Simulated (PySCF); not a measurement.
**TlSn (quartet): density, localisation and related maps**

```xyz
2

Tl    0.0000    0.0000   -1.0769
Sn    0.0000    0.0000    1.8411
```

Core potentials replace the inner electrons of Tl and Sn.

Method: PySCF, PBE0/def2-SVP, non-relativistic Hamiltonian with scalar-relativistic core potentials where named, at a bond length of 2.918 Å.

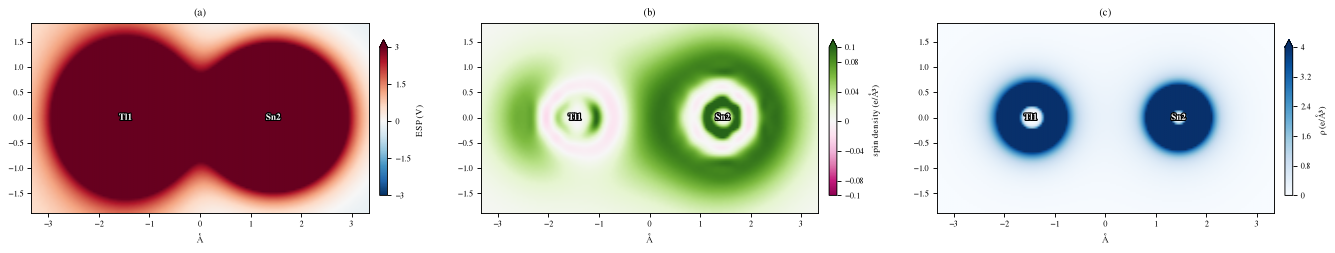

Figure 1. (a) molecular electrostatic potential; (b) spin density (α minus β); (c) electron density on a plane that holds the molecular axis.

Q: What does the map show?

A: The section cuts through Tl and Sn sites. Tl–Sn (2.92 Å): the density is about 0.27 e/Å³ at the midpoint. The unpaired spin (3 electrons) lies mostly on Sn2 (about 2.1) and Tl1 (about 0.9), in electrons by Hirshfeld's partition. The potential has no marked negative region in this plane.

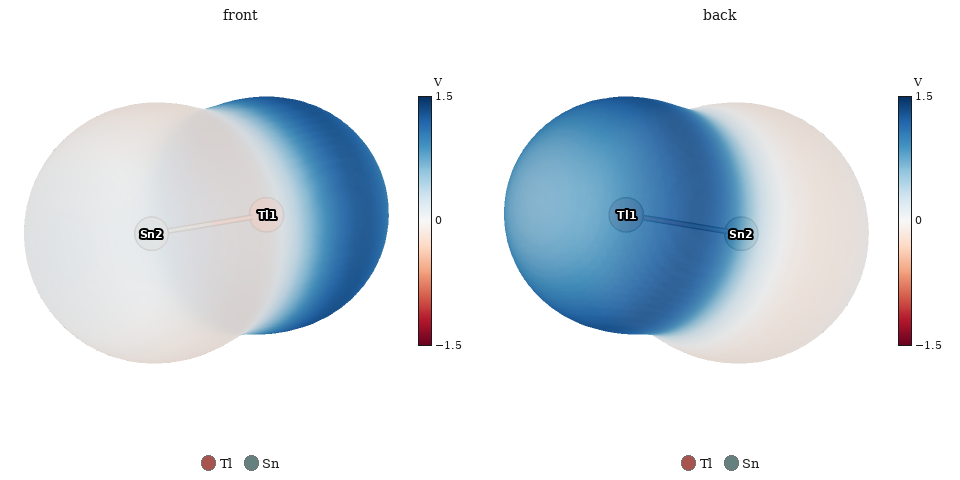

Figure 2. The electrostatic potential painted on the density surface at 0.002 e/bohr³, seen from the front and from behind; the colour scale runs from red (negative) to blue (positive).

Q: Where is the surface potential most negative and most positive?

A: The most negative region (about −0.1 V) lies over Sn2, the most positive (about +1.3 V) over Tl1.
